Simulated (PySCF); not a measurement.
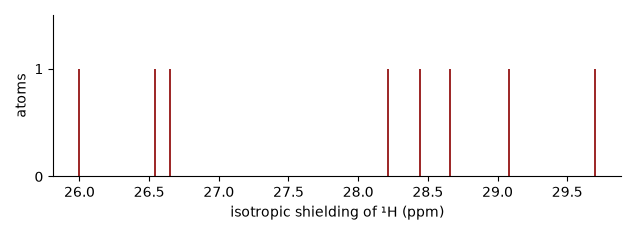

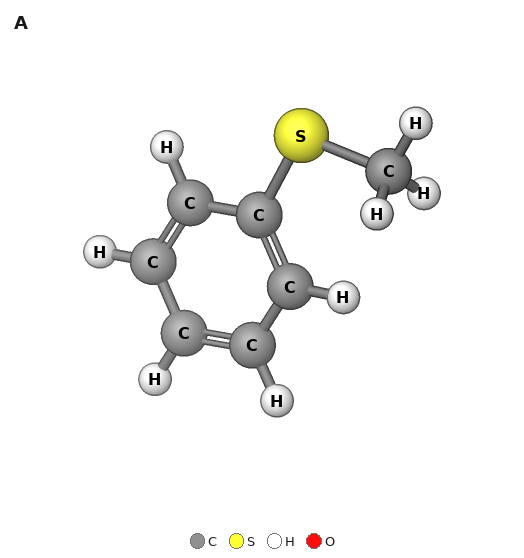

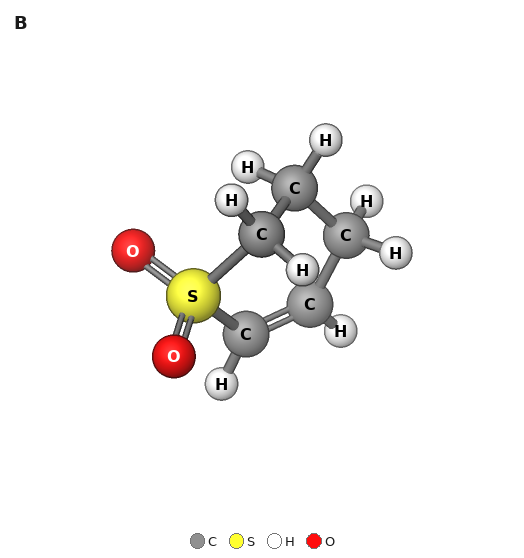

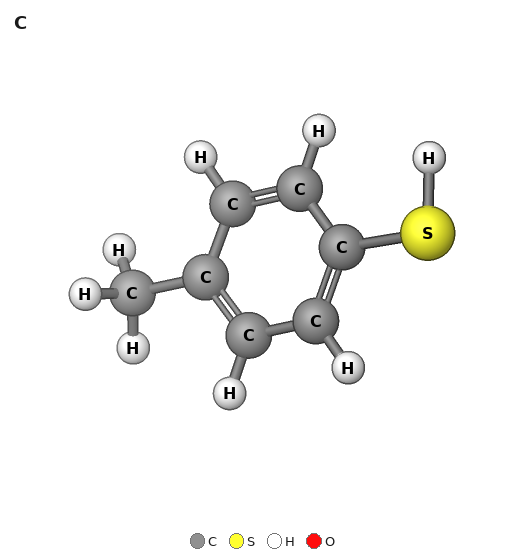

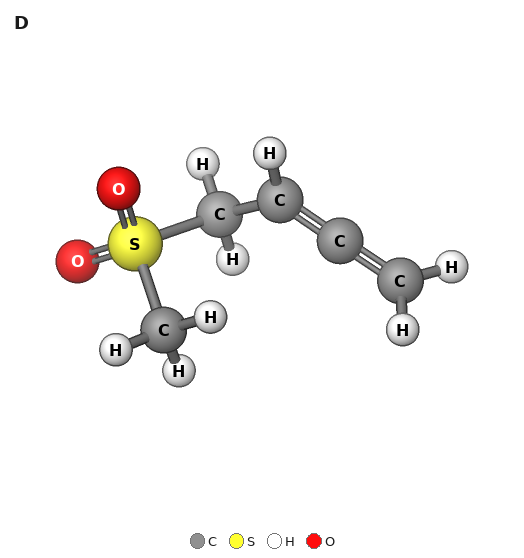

The sticks are computed shieldings of one of the molecules, for one fixed geometry (GFN2-xTB) without averaging over rotations. Low shielding means a high chemical shift. Method: GIAO PBE0/pcSseg-1 NMR shielding, non-relativistic, gas phase (PySCF 2.14.0).

**Match the spectrum to a structure.**

D, `C=C=CCS(C)(=O)=O`. Its 8 H atoms give lines at 26.00, 26.55, 26.65, 28.21, 28.44, 28.66, 29.08, 29.70 ppm.
